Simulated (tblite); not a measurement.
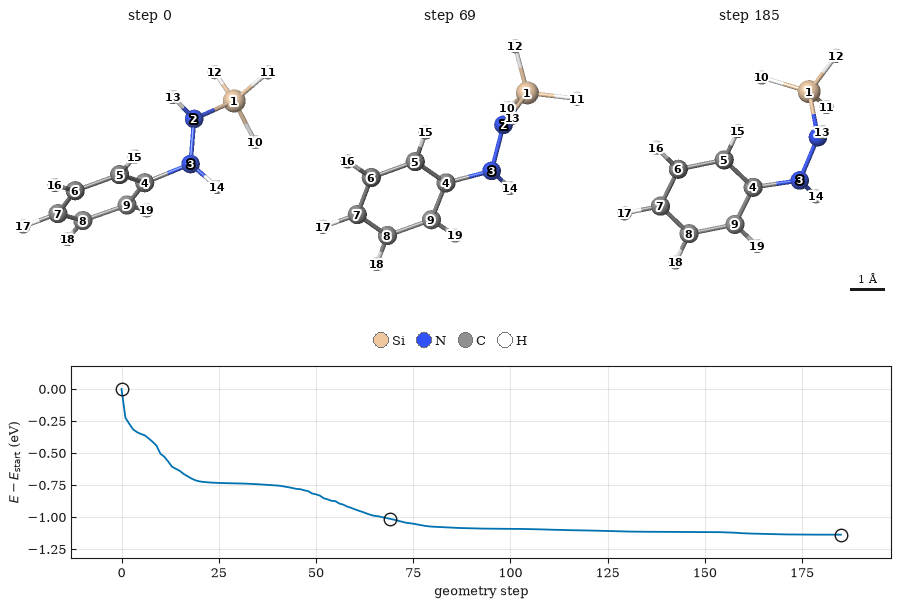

Frames of a relaxation of C₆H₁₀N₂Si, marked on the history of the run. A ball-and-stick model, seen from a free direction.

All numbers below come from GFN2-xTB geometry optimisation, gas phase (tblite 0.8.0). 

Describe the path.

Answer. The atom that moves furthest after the best rigid fit is H10 (3.45 Å). By element the largest moves are H 3.45 Å, N 0.94 Å, Si 0.90 Å, C 0.88 Å. Some distances before and after: N3–C4 1.457 → 1.386 Å, N2–N3 1.353 → 1.405 Å, Si1–H12 1.492 → 1.458 Å, N3–H14 1.045 → 1.013 Å. Bond angles that change, for instance: N2–N3–H14 127.0° → 111.4°, N2–Si1–H12 113.4° → 102.6°, N3–N2–H13 119.8° → 110.5°. Over 185 geometry steps the energy falls by 1.137 eV. The run took 1.6 s on 1 thread of Arm Neoverse V1 (shared host). From step 0 to 69: H atoms move most (1.81 Å), energy −1.012 eV. From step 69 to 185: H10 moves most (1.91 Å), energy −0.124 eV.

| step | E − E(0), eV |
| --- | --- |
| 0 | 0.0000 |
| 1 | -0.2238 |
| 2 | -0.2716 |
| 3 | -0.3157 |
| 4 | -0.3366 |
| 5 | -0.3508 |
| 6 | -0.3615 |
| 7 | -0.3861 |
| 8 | -0.4119 |
| 9 | -0.4421 |
| 10 | -0.5048 |
| 19 | -0.7120 |
| 28 | -0.7349 |
| 38 | -0.7490 |
| 47 | -0.7905 |
| 56 | -0.8937 |
| 65 | -0.9893 |
| 74 | -1.0467 |
| 84 | -1.0811 |
| 93 | -1.0892 |
| 102 | -1.0916 |
| 111 | -1.0980 |
| 121 | -1.1045 |
| 130 | -1.1120 |
| 139 | -1.1143 |
| 148 | -1.1157 |
| 157 | -1.1198 |
| 167 | -1.1326 |
| 176 | -1.1361 |
| 185 | -1.1365 |
